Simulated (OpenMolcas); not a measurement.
**Run report: LiF, single-point calculation**

LiF, SMILES [Li][F], computed with HF/cc-pVTZ, RHF (OpenMolcas 26.06).

A bond length was changed on purpose from its optimised value.

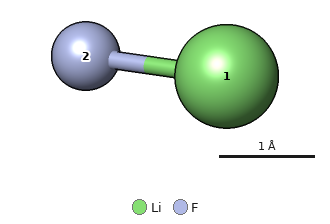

*The structure as given in the input (ball-and-stick view, seen at a tilt; atoms are numbered from 1 in the order of the input). Sticks mark near contacts.*

Bond lengths as drawn: F–Li 1.79 Å.

### Input
```
&GATEWAY
BasLib=$CurrDir
Coord
2
angstrom
Li      -0.863741       0.283875      -0.448426
F        0.664430      -0.218370       0.344950
Basis=cc-pVTZ
Group=NoSym
&SEWARD
&SCF
Thresholds=1e-10 1e-07 1e-07 1e-05
PrOrbitals=1 2
```

Run as:
```bash
export MOLCAS_MEM=1860
pymolcas test.inp > test.log
```

### Output
```
--- Start Module: gateway ---

                                              &GATEWAY

                       available to each process: 1.9 GB of memory, 1 thread

 Basis Set     1 Label: LI.CC-PVTZ
 Basis set is read from library:.
 basistype.tbl is not found

 Basis Set     2 Label: F.CC-PVTZ
 Basis set is read from library:.
 basistype.tbl is not found

++    Symmetry information:
      ---------------------

                    Character Table for C1

                             E
                    a        1  x, y, xy, Rz, z, xz, Ry, yz, Rx, I
--

++    Basis set information:
      ----------------------

      Basis set label: LI.CC-PVTZ.........

      Electronic valence basis set:
      ------------------
      Associated Effective Charge   3.000000 au
      Associated Actual Charge      3.000000 au
      Nuclear Model: Point charge

      Shell  nPrim  nBasis  Cartesian Spherical Contaminant
         s      11       4        X
         p       5       3        X
         d       2       2                 X
         f       1       1                 X

      Basis set label: F.CC-PVTZ.........

      Electronic valence basis set:
      ------------------
      Associated Effective Charge   9.000000 au
      Associated Actual Charge      9.000000 au
      Nuclear Model: Point charge

      Shell  nPrim  nBasis  Cartesian Spherical Contaminant
         s      10       4        X
         p       5       3        X
         d       2       2                 X
         f       1       1                 X
--

++    Molecular structure info:
      -------------------------

                    ************************************************
                    **** Cartesian Coordinates / bohr, angstrom ****
                    ************************************************

     Center  Label                x              y              z                     x              y              z
        1      LI1             -1.632234       0.536446      -0.847402             -0.863741       0.283875      -0.448426
        2      F2               1.255591      -0.412659       0.651861              0.664430      -0.218370       0.344950
--

            Nuclear Potential Energy              7.96598021 au

--- Stop Module: gateway /rc=_RC_ALL_IS_WELL_ ---

--- Start Module: seward ---

                                              &SEWARD

                       available to each process: 1.9 GB of memory, 1 thread

               SEWARD will generate:
                  Multipole Moment integrals up to order  2
                  Kinetic Energy integrals
                  Nuclear Attraction integrals (point charge)
                  One-Electron Hamiltonian integrals
                  Velocity integrals
                  Orbital angular momentum around (  0.4768  -0.1567   0.2475 )
                  Velocity quadrupole around (  0.4768  -0.1567   0.2475 )
                  Two-Electron Repulsion integrals

                   Integrals are discarded if absolute value <: 1.00E-14
                   Integral cutoff threshold is set to       <: 1.00E-16

            Nuclear Potential Energy              7.96598021 au

      Basis set specifications :
      Symmetry species         a
      Basis functions           60

--- Stop Module: seward /rc=_RC_ALL_IS_WELL_ ---

--- Start Module: scf ---

                                                &SCF

                       available to each process: 1.9 GB of memory, 1 thread

++    Input section:
      --------------

      Header of the integral files:

      Cartesian coordinates in angstrom:
      -----------------------------------------------------
      No.  Label        X            Y            Z
      -----------------------------------------------------
       1   LI1       -0.86374100   0.28387500  -0.44842600
       2   F2         0.66443000  -0.21837000   0.34495000
      -----------------------------------------------------
      Nuclear repulsion energy =    7.96598021
--

++    Orbital specifications:
      -----------------------

      Symmetry species               1
                                     a
      Frozen orbitals                0
      Occupied orbitals              6
      Secondary orbitals            54
      Deleted orbitals               0
      Total number of orbitals      60
      Number of basis functions     60
--

      Molecular charge                           0.000

++    Optimization specifications:
      ----------------------------

      SCF Algorithm: Conventional
      Minimized density differences are used
      Number of density matrices in core                 5
      Maximum number of NDDO SCF iterations            400
      Maximum number of HF SCF iterations              400
      Threshold for SCF energy change             1.00E-10
      Threshold for density matrix                1.00E-07
      Threshold for Fock matrix                   1.00E-07
      Threshold for linear dependence             1.00E-09
      Threshold at which DIIS is turned on        1.50E-01
      Maximum depth in the DIIS procedure                5
      Maximum depth in the BFGS Hessian update          30
      Threshold at which QNR/C2DIIS is turned on  7.50E-02
      Threshold for Norm(delta) (QNR/C2DIIS)      1.00E-05
      All orbitals punched on: SCFORB
--

      Input vectors read from INPORB
      Orbital file label: *Guess orbitals

++ Convergence information
                                   SCF        iterations: Energy and convergence statistics

Iter     Tot. SCF        One-elec.       Two-elec.     Energy      Max Dij or  Max Fij      DNorm      TNorm      AccCon     Time
         Energy          Energy          Energy        Change      Delta Norm                                                in Sec.
   1  -106.836564816  -170.129736177    55.327191152   0.00E+00    1.92E-01*   1.84E-01*    5.00E+00   6.11E+01   None         0.
   2  -106.900756241  -164.977445492    50.110709042  -6.42E-02*   5.40E-02*   8.89E-02*    2.93E+00   5.83E+01   EDIIS        0.
   3  -106.963438697  -167.945740955    53.016322049  -6.27E-02*   1.09E-02*   1.97E-02*    5.67E-01   5.99E+01   c2DIIS       0.
   4  -106.969230840  -167.300742377    52.365531328  -5.79E-03*   3.17E-03*   1.26E-03*    7.19E-02   5.95E+01   QNRc2DIIS    0.
   5  -106.969251078  -167.290019147    52.354787860  -2.02E-05*   1.78E-03*   4.08E-04*    7.40E-03   5.95E+01   QNRc2DIIS    0.
   6  -106.969253372  -167.299505868    52.364272287  -2.29E-06*   2.93E-04*   3.06E-04*    1.75E-03   5.95E+01   QNRc2DIIS    0.
   7  -106.969253760  -167.294465778    52.359231809  -3.89E-07*   5.03E-05*   1.36E-05*    1.77E-04   5.95E+01   QNRc2DIIS    0.
   8  -106.969253764  -167.294659451    52.359425478  -3.94E-09*   6.63E-06    2.52E-06*    1.07E-04   5.95E+01   QNRc2DIIS    0.
   9  -106.969253764  -167.294658821    52.359424847  -6.70E-11    1.63E-06    6.01E-07*    2.12E-05   5.95E+01   QNRc2DIIS    0.
  10  -106.969253764  -167.294656799    52.359422825  -3.52E-12    2.94E-07    1.27E-07*    2.68E-05   5.95E+01   QNRc2DIIS    0.
  11  -106.969253764  -167.294656867    52.359422894  -3.98E-13    5.21E-08    2.59E-08     9.07E-04   5.95E+01   QNRc2DIIS    0.

       Convergence after  11 Iterations
--

 *****************************************************************************************************************************
 *                                             SCF/KS-DFT Program, Final results                                             *
 *                                                       Final Results                                                       *
 *****************************************************************************************************************************

::    Total SCF energy                               -106.9692537644
      One-electron energy                            -167.2946568669
      Two-electron energy                              52.3594228935
      Nuclear repulsion energy                          7.9659802090
      Kinetic energy (interpolated)                   106.7992871234
      Virial theorem                                    1.0015914586
      Total spin, S(S+1)                                0.0000000000
      Total spin, S                                     0.0000000000
      Max non-diagonal density matrix element           0.0000000452
      Max non-diagonal Fock matrix element              0.0000000049

      All orbitals with orbital energies smaller than  E(LUMO)+0.5 are printed

++    Molecular orbitals:
      -------------------

      Title: SCF orbitals

      Molecular orbitals for symmetry species 1: a

      Basis set list:
        1 LI1    1s                 13 LI1    2pz                25 LI1    4f2-               37 F2     2px                49 F2     3d0
        2 LI1    1s                 14 LI1    3d2-               26 LI1    4f1-               38 F2     2py                50 F2     3d1+
        3 LI1    1s                 15 LI1    3d2-               27 LI1    4f0                39 F2     2py                51 F2     3d1+
        4 LI1    1s                 16 LI1    3d1-               28 LI1    4f1+               40 F2     2py                52 F2     3d2+
        5 LI1    2px                17 LI1    3d1-               29 LI1    4f2+               41 F2     2pz                53 F2     3d2+
        6 LI1    2px                18 LI1    3d0                30 LI1    4f3+               42 F2     2pz                54 F2     4f3-
        7 LI1    2px                19 LI1    3d0                31 F2     1s                 43 F2     2pz                55 F2     4f2-
        8 LI1    2py                20 LI1    3d1+               32 F2     1s                 44 F2     3d2-               56 F2     4f1-
        9 LI1    2py                21 LI1    3d1+               33 F2     1s                 45 F2     3d2-               57 F2     4f0
       10 LI1    2py                22 LI1    3d2+               34 F2     1s                 46 F2     3d1-               58 F2     4f1+
       11 LI1    2pz                23 LI1    3d2+               35 F2     2px                47 F2     3d1-               59 F2     4f2+
       12 LI1    2pz                24 LI1    4f3-               36 F2     2px                48 F2     3d0                60 F2     4f3+

  Index Energy  Occupation Coefficients ...

    1  -26.0968    2.0000         31 F2     1s     ( 0.999),

    2   -2.4708    2.0000          1 LI1    1s     ( 0.997),

    3   -1.3511    2.0000         33 F2     1s     ( 0.951),

    4   -0.4682    2.0000         36 F2     2px    ( 0.770),    42 F2     2pz    ( 0.400),

    5   -0.4505    2.0000         39 F2     2py    ( 0.696),    42 F2     2pz    ( 0.587),

    6   -0.4505    2.0000         36 F2     2px    ( 0.472),    39 F2     2py    ( 0.534),    42 F2     2pz    (-0.572),

    7   -0.0111    0.0000          3 LI1    1s     (-0.389),     4 LI1    1s     (-0.698),

    8    0.0350    0.0000          7 LI1    2px    (-0.484),    13 LI1    2pz    ( 0.731),

    9    0.0350    0.0000         10 LI1    2py    ( 0.837),

   10    0.0634    0.0000          5 LI1    2px    (-0.581),     7 LI1    2px    ( 1.050),    13 LI1    2pz    ( 0.545),

   11    0.1269    0.0000          3 LI1    1s     ( 1.276),     4 LI1    1s     (-2.034),

   12    0.1272    0.0000          8 LI1    2py    ( 1.135),    10 LI1    2py    (-1.091),

   13    0.1272    0.0000          5 LI1    2px    (-0.547),     7 LI1    2px    ( 0.525),    11 LI1    2pz    ( 1.049),    13 LI1    2pz    (-1.007),

   14    0.1930    0.0000          3 LI1    1s     (-1.510),     4 LI1    1s     ( 1.865),

   15    0.2037    0.0000         17 LI1    3d1-   (-0.534),    19 LI1    3d0    ( 0.567),    21 LI1    3d1+   (-0.515),    23 LI1    3d2+   ( 0.587),

   16    0.2037    0.0000         15 LI1    3d2-   (-0.554),    17 LI1    3d1-   ( 0.785),    19 LI1    3d0    ( 0.519),

   17    0.2492    0.0000         17 LI1    3d1-   (-0.354),    19 LI1    3d0    ( 0.695),    21 LI1    3d1+   ( 0.532),    23 LI1    3d2+   (-0.528),

   18    0.2492    0.0000         15 LI1    3d2-   ( 0.821),    23 LI1    3d2+   ( 0.415),

   19    0.3250    0.0000          3 LI1    1s     (-0.816),     5 LI1    2px    (-1.436),    11 LI1    2pz    (-0.746),

   20    0.4541    0.0000          8 LI1    2py    ( 4.193),     9 LI1    2py    (-5.319),

   21    0.4541    0.0000         11 LI1    2pz    ( 4.008),    12 LI1    2pz    (-5.084),

--

++    Molecular charges:
      ------------------

      Mulliken charges per centre and basis function type
      ---------------------------------------------------

                LI1     F2
      1s       2.0501  3.9443
      2px      0.0786  1.8851
      2pz      0.0543  1.8962
      2py      0.0489  1.8986
      3d2+     0.0241  0.0004
      3d1+     0.0260  0.0004
      3d0      0.0198  0.0002
      3d1-     0.0097  0.0001
      3d2-     0.0275  0.0003
      4f3+     0.0072  0.0000
      4f2+     0.0047  0.0000
      4f1+     0.0106  0.0000
      4f0      0.0012  0.0000
      4f1-     0.0011  0.0000
      4f2-     0.0052  0.0000
      4f3-     0.0054  0.0000
      Total    2.3743  9.6257

      N-E      0.6257 -0.6257

      Total electronic charge=   12.000000

      Total            charge=   -0.000000
--

++    Molecular properties:
      ---------------------

      Charge (e):
                      =   -0.0000
      Dipole Moment (debye):
      Origin of the operator (angstrom)=    0.2523   -0.0829    0.1310
                   X= -6.3492E+00               Y=  2.0867E+00               Z= -3.2963E+00           Total=  7.4520E+00
      Quadrupole Moment (debye*angstrom):
      Origin of the operator (angstrom)=    0.2523   -0.0829    0.1310
                  XX= -1.4203E+00              XY= -1.8891E+00              XZ=  2.9842E+00              YY= -6.5475E+00
                  YZ= -9.8078E-01              ZZ= -5.6191E+00
      In traceless form (debye*angstrom)
                  XX=  4.6630E+00              XY= -2.8337E+00              XZ=  4.4763E+00              YY= -3.0278E+00
                  YZ= -1.4712E+00              ZZ= -1.6352E+00
--

--- Stop Module: scf /rc=_RC_ALL_IS_WELL_ ---

.##################.
.# Happy landing! #.
.##################.

    Timing: Wall=2.01 User=1.53 System=0.44
```

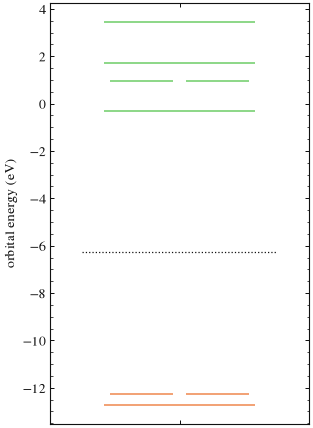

*Orbital energies near the frontier; the dotted line parts filled from empty levels, and levels within 0.02 eV of each other stand side by side.*

Highest filled −12.26 eV, lowest empty −0.30 eV, 11.96 eV apart.

### Results in brief

| quantity | value |
| --- | --- |
| outcome | converged |
| total energy | −106.969254 hartree |
| basis functions | 60 |
| HOMO | −12.26 eV |
| LUMO | −0.30 eV |
| dipole moment | 7.45 debye |
| hardware | 1 thread of Arm Neoverse V2, 24 GiB of memory available, shared host |
| wall time | 2.2 s |
| peak memory | 0.39 GiB |
